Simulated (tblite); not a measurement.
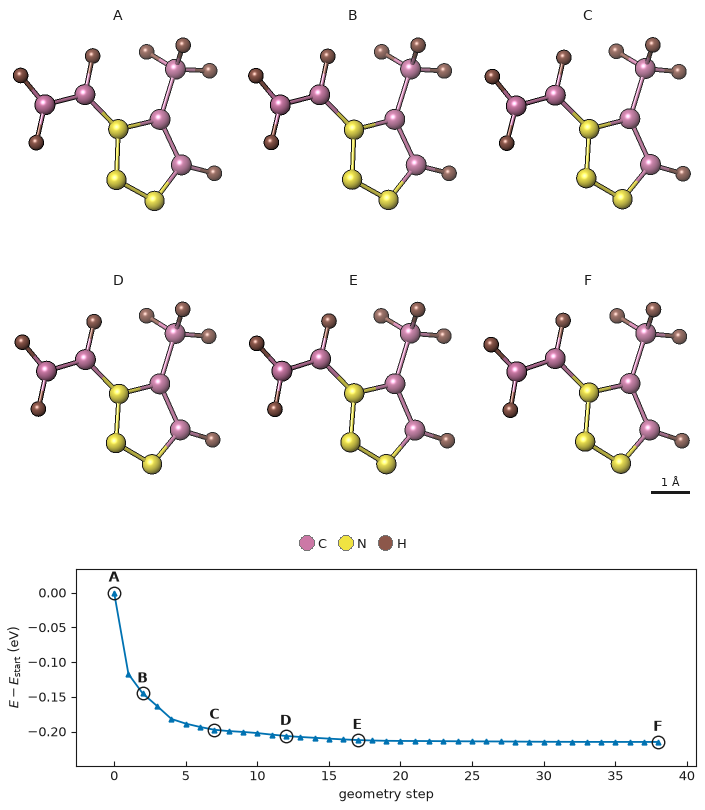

Frames of a relaxation of C$_{5}$H$_{7}$N$_{3}$, marked on the history of the run. A ball-and-stick model, seen at a tilt.

These are results of tblite, GFN2-xTB geometry optimisation, gas phase, not measurements. 

Q: What happens along the run?

A: An H atom moves most after the best rigid fit: 0.15 Å. Largest moves by element: H 0.15 Å, N 0.12 Å, C 0.08 Å. Some distances before and after: N–N 1.320 → 1.272 Å, C–N 1.403 → 1.366 Å, N–N 1.376 → 1.340 Å, C–C 1.352 → 1.323 Å. Bond angles that change, for instance: C–C–H 118.6° → 123.2°, C–N–N 126.7° → 122.4°, C–C–N 125.6° → 122.8°. Over 38 geometry steps the energy falls by 0.215 eV. From step 0 to 2: an N atom moves most (0.04 Å), energy −0.145 eV. From step 2 to 7: an H atom moves most (0.05 Å), energy −0.052 eV. From step 7 to 12: an H atom moves most (0.06 Å), energy −0.009 eV. From step 12 to 17: an H atom moves most (0.05 Å), energy −0.006 eV. From step 17 to 38: an H atom moves most (0.04 Å), energy −0.003 eV.
